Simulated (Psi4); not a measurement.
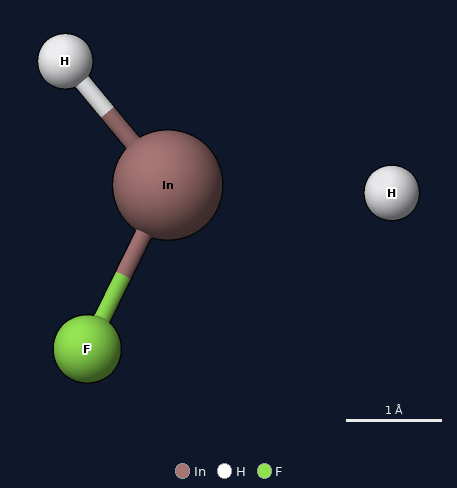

Figure 1. The input geometry (ball-and-stick view, seen at an oblique angle). Sticks mark near contacts. Bond lengths as drawn: F–In 1.95 Å and H–In 1.69 Å.

# Polarizability calculation of InH₂F

InH₂F, computed with HF/STO-3G, UHF (Psi4 1.11).

A bond length was changed on purpose from its optimised value.

Output
```
h
    h
    h

    -----------------------------------------------------------------------

    Memory:     1.5 GiB
    Threads:    1
                ecpint, einsums, f̶o̶r̶t̶e̶, gauxc, gcp, g̶d̶m̶a̶, geometric, g̶p̶u̶_̶d̶f̶c̶c̶,
                i̶n̶t̶e̶g̶r̶a̶t̶o̶r̶x̶x̶, i̶p̶i̶, libefp, m̶d̶i̶, m̶p̶2̶d̶, m̶r̶c̶c̶, ooo,
                o̶p̶e̶n̶f̶e̶r̶m̶i̶o̶n̶p̶s̶i̶4̶, pcmsolver, p̶s̶i̶4̶f̶o̶c̶k̶c̶i̶, p̶s̶i̶x̶a̶s̶,
                p̶y̶e̶i̶n̶s̶u̶m̶s̶, r̶e̶s̶p̶, s̶i̶m̶i̶n̶t̶, s̶n̶s̶m̶p̶2̶,
                v̶2̶r̶d̶m̶_̶c̶a̶s̶s̶c̶f̶

   => Loading Basis Set <=

    Name: STO-3G
    Role: ORBITAL
    Keyword: BASIS

         ---------------------------------------------------------
                                   SCF
                              UHF Reference
                        1 Threads,   1525 MiB Core
         ---------------------------------------------------------

  ==> Geometry <==

    Molecular point group: c1
    Full point group: C1

    Geometry (in Angstrom), charge = 0, multiplicity = 1:

       Center              X                  Y                   Z               Mass
    ------------   -----------------  -----------------  -----------------  -----------------
         IN           0.137015909858     0.220430005241    -0.000698040328   114.903878776000
         H            1.819035909858     0.029330005241     0.013071959672     1.007825032230
         H           -1.207875090142     2.169278005241    -0.026836040328     1.007825032230
         F           -0.861104090142    -1.449809994759     0.004951959672    18.998403162730

  Running in c1 symmetry.

  Rotational constants: A =      2.39278  B =      0.26231  C =      0.23640 [cm^-1]
  Rotational constants: A =  71733.68987  B =   7863.85490  C =   7086.94392 [MHz]
  Nuclear repulsion =  149.211553677368073

  Charge       = 0
  Multiplicity = 1
  Electrons    = 60
  Nalpha       = 30
  Nbeta        = 30

  ==> Algorithm <==

  SCF Algorithm Type is PK.
  DIIS enabled.
  MOM disabled.
  Fractional occupation disabled.
  Guess Type is SAD.
  Energy threshold   = 1.00e-06
  Density threshold  = 1.00e-06
  Integral threshold = 1.00e-12

  ==> Primary Basis <==

  Basis Set: STO-3G
    Blend: STO-3G
    Number of shells: 16
    Number of basis functions: 34
    Number of Cartesian functions: 36
    Spherical Harmonics?: true
    Max angular momentum: 2

  ==> Integral Setup <==

  Using in-core PK algorithm.
   Calculation information:
      Number of atoms:                   4
      Number of AO shells:              16
      Number of primitives:             48
      Number of atomic orbitals:        36
      Number of basis functions:        34

      Integral cutoff                 1.00e-12
      Number of threads:                 1

  Performing in-core PK
  Using 354620 doubles for integral storage.
  We computed 8515 shell quartets total.
  Whereas there are 9316 unique shell quartets.

  ==> DiskJK: Disk-Based J/K Matrices <==

    J tasked:                  Yes
    K tasked:                  Yes
    wK tasked:                  No
    Memory [MiB]:             1144
    Schwarz Cutoff:          1E-12

  Minimum eigenvalue in the overlap matrix is 3.3477782301E-01.
  Reciprocal condition number of the overlap matrix is 1.8858035556E-01.
    Using symmetric orthogonalization.

  ==> Pre-Iterations <==

  SCF Guess: Superposition of Atomic Densities via on-the-fly atomic UHF (no occupation information).

   -------------------------
    Irrep   Nso     Nmo
   -------------------------
     A         34      34
   -------------------------
    Total      34      34
   -------------------------

  ==> Iterations <==

                        Total Energy        Delta E     RMS |[F,P]|

   @UHF iter SAD: -5778.33345217798251   -5.77833e+03   0.00000e+00
  Mixing beta HOMO/LUMO orbitals (30,31)
   @UHF iter   1: -5781.74053335151257   -3.40708e+00   1.30966e-02 DIIS/ADIIS
   @UHF iter   2: -5781.54374811383332    1.96785e-01   1.17249e-02 DIIS/ADIIS
   @UHF iter   3: -5781.88183522607869   -3.38087e-01   5.52955e-03 DIIS/ADIIS
   @UHF iter   4: -5781.94829883928287   -6.64636e-02   1.88863e-03 DIIS/ADIIS
   @UHF iter   5: -5781.95935598117467   -1.10571e-02   8.19965e-04 DIIS/ADIIS
   @UHF iter   6: -5781.96125800897062   -1.90203e-03   4.44657e-04 DIIS/ADIIS
   @UHF iter   7: -5781.96228601487292   -1.02801e-03   2.71652e-04 DIIS/ADIIS
   @UHF iter   8: -5781.96281047425236   -5.24459e-04   2.00215e-04 DIIS/ADIIS
   @UHF iter   9: -5781.96306122618262   -2.50752e-04   1.95169e-04 DIIS/ADIIS
   @UHF iter  10: -5781.96327782350636   -2.16597e-04   1.94782e-04 DIIS/ADIIS
   @UHF iter  11: -5781.96353000210638   -2.52179e-04   1.92032e-04 DIIS/ADIIS
   @UHF iter  12: -5781.96446202001789   -9.32018e-04   1.77810e-04 DIIS/ADIIS
   @UHF iter  13: -5781.96472284902029   -2.60829e-04   6.28944e-05 DIIS
   @UHF iter  14: -5781.96478568368548   -6.28347e-05   4.79782e-06 DIIS
   @UHF iter  15: -5781.96478561837375    6.53117e-08   4.72906e-06 DIIS
   @UHF iter  16: -5781.96478590941933   -2.91046e-07   7.85134e-07 DIIS
  Energy and wave function converged.

  ==> Post-Iterations <==

   @Spin Contamination Metric:   2.734529489E-01
   @S^2 Expected:                0.000000000E+00
   @S^2 Observed:                2.734529489E-01
   @S   Expected:                0.000000000E+00
   @S   Observed:                0.000000000E+00

    Orbital Energies [Eh]
    ---------------------

    Alpha Occupied:

       1A   -986.855829     2A   -145.992722     3A   -138.004599
       4A   -138.003307     5A   -138.002964     6A    -27.682798
       7A    -25.731389     8A    -24.702553     9A    -24.698422
      10A    -24.697792    11A    -16.568545    12A    -16.568227
      13A    -16.567579    14A    -16.563849    15A    -16.563028
      16A     -4.231091    17A     -3.053546    18A     -3.042436
      19A     -3.039314    20A     -1.324077    21A     -0.552395
      22A     -0.546344    23A     -0.546060    24A     -0.543109
      25A     -0.536722    26A     -0.419135    27A     -0.378787
      28A     -0.352974    29A     -0.327377    30A     -0.313142

    Alpha Virtual:

      31A      0.228912    32A      0.238726    33A      0.455210
      34A      0.570925

    Beta Occupied:

       1A   -986.856345     2A   -145.993282     3A   -138.004814
       4A   -138.003850     5A   -138.003380     6A    -27.683845
       7A    -25.732533     8A    -24.703157     9A    -24.699431
      10A    -24.698378    11A    -16.569121    12A    -16.568724
      13A    -16.567819    14A    -16.564222    15A    -16.563320
      16A     -4.234039    17A     -3.055783    18A     -3.044948
      19A     -3.042456    20A     -1.330455    21A     -0.557305
      22A     -0.548130    23A     -0.547145    24A     -0.544666
      25A     -0.537953    26A     -0.429341    27A     -0.378264
      28A     -0.351810    29A     -0.325380    30A     -0.219721

    Beta Virtual:

      31A      0.208457    32A      0.303663    33A      0.443326
      34A      0.550827

    Final Occupation by Irrep:
              A
    DOCC [    30 ]
    SOCC [     0 ]
    NA   [    30 ]
    NB   [    30 ]

  @UHF Final Energy: -5781.96478590941933

   => Energetics <=

    Nuclear Repulsion Energy =            149.2115536773680731
    One-Electron Energy =               -8309.5836713219105150
    Two-Electron Energy =                2378.4073317351230799
    Total Energy =                      -5781.9647859094193336

  UHF NO Occupations:
  HONO-2 :   28  A 1.9998309
  HONO-1 :   29  A 1.9995262
  HONO-0 :   30  A 1.8532337
  LUNO+0 :   31  A 0.1467663
  LUNO+1 :   32  A 0.0004738
  LUNO+2 :   33  A 0.0001691
  LUNO+3 :   34  A 0.0000877

Computation Completed

Properties will be evaluated at   0.000000,   0.000000,   0.000000 [a0]

Properties computed using the HF density matrix

 Multipole Moments:

 ------------------------------------------------------------------------------------
     Multipole            Electronic (a.u.)      Nuclear  (a.u.)        Total (a.u.)
 ------------------------------------------------------------------------------------

 L = 1.  Multiply by 2.5417464519 to convert [e a0] to [Debye]
 Dipole X            :          1.1431804           -0.8031268            0.3400536
 Dipole Y            :          0.4426673           -0.0918628            0.3508046
 Dipole Z            :          0.0067894           -0.0064259            0.0003636
 Magnitude           :                                                    0.4885698

 ------------------------------------------------------------------------------------

         ---------------------------------------------------------
                       CPSCF Linear Response Solver
         ---------------------------------------------------------

   ==> Requested Responses <==

    Dipole polarizabilities

   ==> Coupled-Perturbed UHF Solver <==

    Maxiter             =         100
    Convergence         =   1.000E-06
    Number of equations =           6
   -----------------------------------------------------
     Iter   Residual RMS      Max RMS  Remain  Time [s]
   -----------------------------------------------------
    Guess      1.892e+00    2.018e+00       3         0
        1      3.466e-01    4.493e-01       3         0
        2      1.085e-01    1.247e-01       3         0
        3      7.741e-02    1.050e-01       3         0
        4      3.139e-02    4.835e-02       3         0
        5      1.415e-02    2.091e-02       3         0
        6      5.997e-03    8.093e-03       3         0
        7      2.513e-03    3.064e-03       3         0
        8      1.251e-03    1.337e-03       3         0
        9      8.962e-04    1.265e-03       3         0
       10      3.761e-04    6.178e-04       3         0
       11      9.377e-05    1.310e-04       3         0
       12      2.665e-05    4.734e-05       3         0
       13      9.949e-06    1.395e-05       3         0
       14      2.626e-06    4.199e-06       3         0
       15      5.859e-07    8.863e-07       0         0
   -----------------------------------------------------

    Solver has converged.

   ==> Response Properties <==

    => Dipole polarizabilities <=

              X          Y          Z
    ----- ---------- ---------- ----------
      X     19.14070   -6.12143    0.09621
      Y     -6.12143   24.01439   -0.13513
      Z      0.09621   -0.13513   13.34829

	total time  =          1 seconds =       0.02 minutes
```

Standard output
```
hf energy: -5781.9647859094 Eh
```

This output came from the following input.

Input file (run.py)
```python
import psi4

psi4.set_memory(1600000000)
psi4.set_num_threads(1)
psi4.set_output_file('run.log', False)

with open('fh2in.xyz') as f:
    atoms = ''.join(f.readlines()[2:])
molecule = psi4.geometry('0 1\n' + atoms + 'symmetry c1')

psi4.set_options({
    'basis': 'STO-3G',
    'reference': 'uhf',
    'scf_type': 'pk',
    'guess_mix': True,
})

e, wfn = psi4.properties("hf", properties=['dipole_polarizabilities'], molecule=molecule, return_wfn=True)
print(f'hf energy: {e:.10f} Eh')
```

File fh2in.xyz
```
4
FH2In
In     0.453451    -0.439508     0.007278
H      2.135471    -0.630608     0.021048
H     -0.891440     1.509340    -0.018860
F     -0.544669    -2.109748     0.012928
```

Run as:
```bash
python run.py
```

Key numbers

| quantity | value |
| --- | --- |
| outcome | converged |
| total energy | −5781.964786 hartree |
| basis functions | 34 |
| ⟨S²⟩ | 0.273 |
| HOMO | −5.98 eV |
| LUMO | 5.67 eV |
| dipole moment | 1.24 D |
| hardware | 1 thread of Intel Xeon (Granite Rapids), 12 GiB of memory available, shared host |
| wall time | 1.7 s |
| peak memory | 0.19 GiB |

The record of the run, not the program, notes: spin contaminated. ⟨S²⟩ is 0.27 against 0.00 for a pure state: the solution is spin-contaminated.
